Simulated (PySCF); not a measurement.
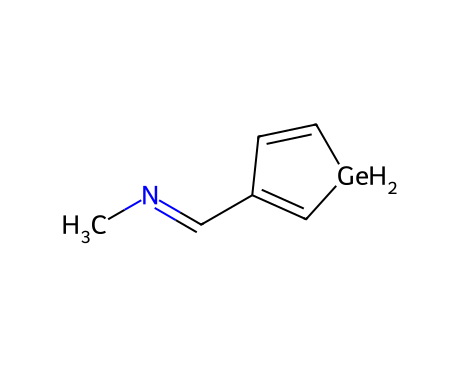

Structural formula above. Computed geometry: PBE0-D3(BJ)/def2-SVP optimisation. No frequency run is at hand to confirm it as a minimum.

Describe the 3D structure.

Formula C6H9GeN. SMILES: `C/N=C/C1=[CH][GeH2][CH]=C1`. Among its groups: alkene, imine. This geometry has Cs symmetry. Coordination, clear cases only: 1 C tetrahedral; 1 N bent; 5 C trigonal planar.

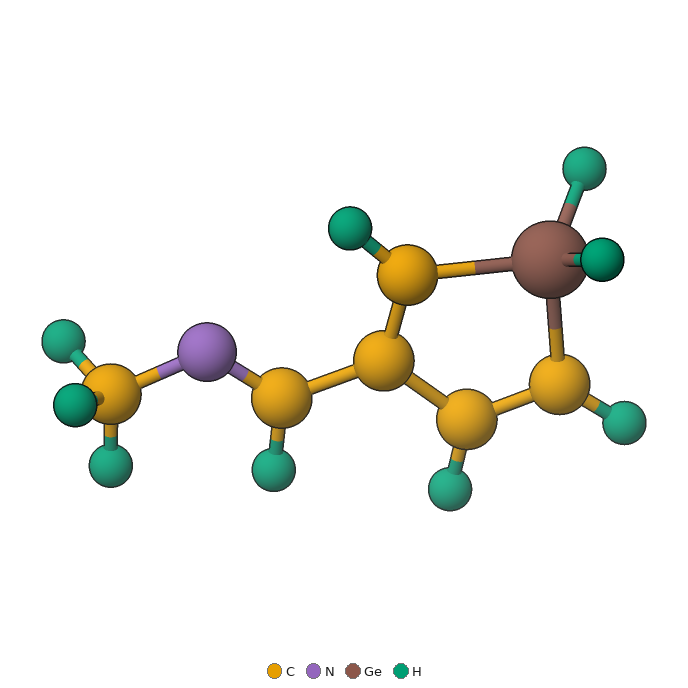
